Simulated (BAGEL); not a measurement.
**AlCl2 (SMILES [Cl][Al][Cl]) at UHF/STO-3G (density fitting with qzvpp-jkfit)**

Aim: the energy change on altering one bond length of AlCl2 at UHF/STO-3G (density fitting with qzvpp-jkfit), from 2 runs. 

The calculation is run with BAGEL 1.2.2.

2 further runs of the same task are left out: 2 set aside as unsound or not needed. Runs told in other sessions of the task aren't counted.

## Step 1: The structure to begin with

AlCl2 has 3 atoms, charge 0, and is taken as a doublet. SMILES: `[Cl][Al][Cl]`. The shape is that of a PBE0-D4/def2-TZVP optimisation.

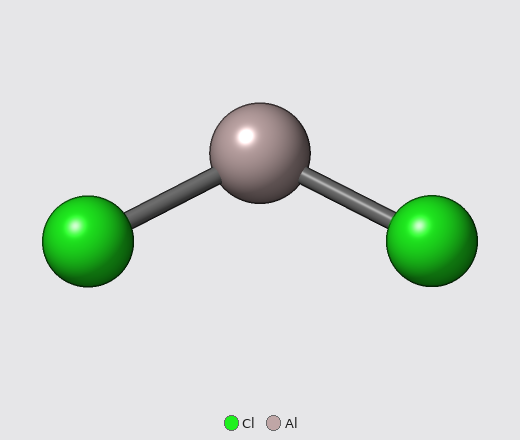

The structure, seen from a chosen angle (chlorine green, aluminium light grey).

## Step 2: A single-point energy at UHF/STO-3G (density fitting with qzvpp-jkfit)

The input, hf.json:

```json
{ "bagel": [

{
  "title": "molecule",
  "basis": "sto-3g",
  "df_basis": "qzvpp-jkfit",
  "angstrom": "true",
  "geometry": [
    { "atom": "Cl", "xyz": [       1.374800,       0.868300,       0.838700 ] },
    { "atom": "Al", "xyz": [      -0.432100,       0.520700,      -0.177200 ] },
    { "atom": "Cl", "xyz": [      -0.953600,      -1.453800,      -0.674700 ] }
  ]
},

{ "title": "uhf", "charge": 0, "nopen": 1 },

{ "title": "print", "file": "orbitals.molden", "orbitals": "true" }

]}
```

Command:

```console
BAGEL_NUM_THREADS=1 BAGEL hf.json > hf.out
```

Standard output:

```text
* using 1 threads per process

  ===============================================================
  ===============================================================

  *** Geometry ***

  { "atom" : "Cl", "xyz" : [      2.597995,      1.640849,      1.584913 ] },
  { "atom" : "Al", "xyz" : [     -0.816551,      0.983980,     -0.334859 ] },
  { "atom" : "Cl", "xyz" : [     -1.802043,     -2.747284,     -1.274998 ] },

  Number of auxiliary basis functions:      384

  Since a DF basis is specified, we compute 2- and 3-index integrals:
    o Being stored without compression. Storage requirement is 0.002 GB

  Number of basis functions:       27
  Number of electrons      :       47

    * METHOD: MOLECULE                             0.07

  *** Open-shell HF ***

  === Nuclear Repulsion ===
   153.5261948265

      * DIIS with orbital gradients will be used.

  === UHF iteration (sto-3g) ===
      0      -1148.23864997          0.02336639           0.02
      1      -1148.30723780          0.00382838           0.02
      2      -1148.31119272          0.00132481           0.02
      3      -1148.31213559          0.00061558           0.02
      4      -1148.31238371          0.00006855           0.02
      5      -1148.31239132          0.00002916           0.02
      6      -1148.31239268          0.00000733           0.02
      7      -1148.31239272          0.00000126           0.02
      8      -1148.31239272          0.00000035           0.02
      9      -1148.31239272          0.00000005           0.02
     10      -1148.31239272          0.00000001           0.02
     11      -1148.31239272          0.00000000           0.02
    * SCF iteration converged.

    * S^2 (UHF) is 0.7536

    * Permanent dipole moment:
           (    0.982537,    -1.243699,     0.396242) a.u.

    * METHOD: UHF                                  0.29

    * METHOD: PRINT                                0.00

  ===============================================================
```

Run time: 0.48 s. Hardware: 1 thread of Arm Neoverse V2, shared host.

## Step 3: The distorted shape at the same level

The input, hf.json:

```json
{ "bagel": [

{
  "title": "molecule",
  "basis": "sto-3g",
  "df_basis": "qzvpp-jkfit",
  "angstrom": true,
  "geometry": [
    { "atom": "Cl", "xyz": [    1.916868,    0.972580,    1.143469 ] },
    { "atom": "Al", "xyz": [   -0.432100,    0.520700,   -0.177200 ] },
    { "atom": "Cl", "xyz": [   -0.953600,   -1.453800,   -0.674700 ] }
  ]
},
{ "title": "uhf", "nopen": 1 },
{ "title": "print", "file": "orbitals.molden", "orbitals": true }

]}
```

Command:

```console
BAGEL_NUM_THREADS=1 BAGEL hf.json > hf.out
```

Standard output:

```text
* using 1 threads per process

  ===============================================================
  ===============================================================

  *** Geometry ***

  { "atom" : "Cl", "xyz" : [      3.622356,      1.837910,      2.160843 ] },
  { "atom" : "Al", "xyz" : [     -0.816551,      0.983980,     -0.334859 ] },
  { "atom" : "Cl", "xyz" : [     -1.802043,     -2.747284,     -1.274998 ] },

  Number of auxiliary basis functions:      384

  Since a DF basis is specified, we compute 2- and 3-index integrals:
    o Being stored without compression. Storage requirement is 0.002 GB

  Number of basis functions:       27
  Number of electrons      :       47

    * METHOD: MOLECULE                             0.07

  *** Open-shell HF ***

  === Nuclear Repulsion ===
   135.0672781497

      * DIIS with orbital gradients will be used.

  === UHF iteration (sto-3g) ===
      0      -1148.14238963          0.02504006           0.02
      1      -1148.23132297          0.00487020           0.02
      2      -1148.23749380          0.00156138           0.02
      3      -1148.23987234          0.00096337           0.02
      4      -1148.24138124          0.00052872           0.02
      5      -1148.24193334          0.00028724           0.02
      6      -1148.24206101          0.00007685           0.02
      7      -1148.24206843          0.00002876           0.02
      8      -1148.24206927          0.00000949           0.02
      9      -1148.24206936          0.00000513           0.02
     10      -1148.24206940          0.00000249           0.02
     11      -1148.24206941          0.00000130           0.02
     12      -1148.24206941          0.00000064           0.02
     13      -1148.24206941          0.00000012           0.02
     14      -1148.24206941          0.00000004           0.02
     15      -1148.24206941          0.00000002           0.02
     16      -1148.24206941          0.00000001           0.02
    * SCF iteration converged.

    * S^2 (UHF) is 0.7978

    * Permanent dipole moment:
           (    1.560851,    -1.054155,     0.729924) a.u.

    * METHOD: UHF                                  0.39

    * METHOD: PRINT                                0.00

  ===============================================================
```

Wall time 0.58 s (1 thread of Arm Neoverse V2, shared host).

## Step 4: Results

At UHF/STO-3G (density fitting with qzvpp-jkfit):

| quantity | value |
| --- | --- |
| first shape: total energy | -1148.31239 Eh |
| first shape: dipole moment | 4.15 D |
| first shape: ⟨S²⟩ | 0.754 |
| distorted shape: total energy | -1148.24207 Eh |
| distorted shape: dipole moment | 5.13 D |
| distorted shape: ⟨S²⟩ | 0.798 |
| energy change with the Cl1–Al2 bond stretched from 2.102 to 2.732 Å | 1.914 eV |

In words: With the Cl1–Al2 bond stretched from 2.102 to 2.732 Å the energy rises by 1.91 eV (185 kJ/mol). The first shape isn't relaxed at this level, so the change isn't measured from a minimum. The minimal basis adds a large error of its own.
